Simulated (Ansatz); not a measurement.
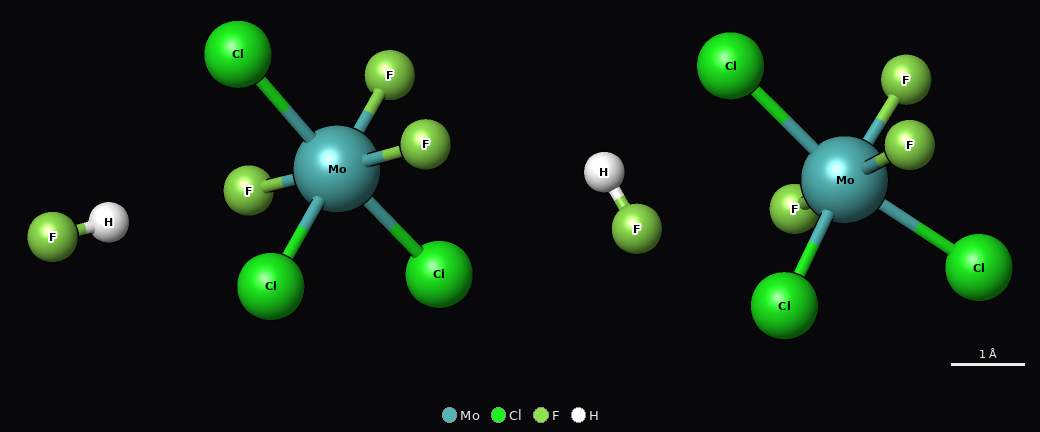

Two geometries of MoHCl3F4, drawn at one scale. One is the start of a relaxation, the other its converged end. The picture is a ball-and-stick view, seen face on.

Computed with Ansatz 0.2.0, RHF/def2-SVP. (no spin polarisation; force threshold 0.03 eV/Å; at most 50 steps)

Q: Which of the two is the end point?

A: The left one is the relaxed one. The run prepares an end point of a later path (reaction) calculation, from a guessed geometry. The largest move after the best rigid fit is that of the H atom, 1.09 Å. By element the largest moves are H 1.09 Å, F 1.00 Å, Cl 0.63 Å, Mo 0.30 Å. Some distances before and after: F–Mo 3.001 → 4.212 Å, F–Mo 1.787 → 1.827 Å, Cl–Mo 2.308 → 2.269 Å, F–Mo 1.808 → 1.794 Å. Bond angles that change, for instance: Cl–Mo–F 96.9° → 89.3°, F–Mo–Cl 97.3° → 90.7°, Cl–Mo–Cl 168.6° → 174.8°. The energy falls by 44.9 kJ/mol in 23 accepted moves (28 points after the start). Largest force component: 0.76 eV/Å at the start, 0.013 eV/Å at the end. The line search rejected the trial steps at points 8, 10, 19, 23, 27 of the run. The forces were under the threshold at step 25, but the run went on from there.

Limits of the set-up: the start holds two separate molecules, 2.5 Å apart at their closest, whose relative position is a soft coordinate and is computed without a dispersion correction; Hartree-Fock leaves out electron correlation.
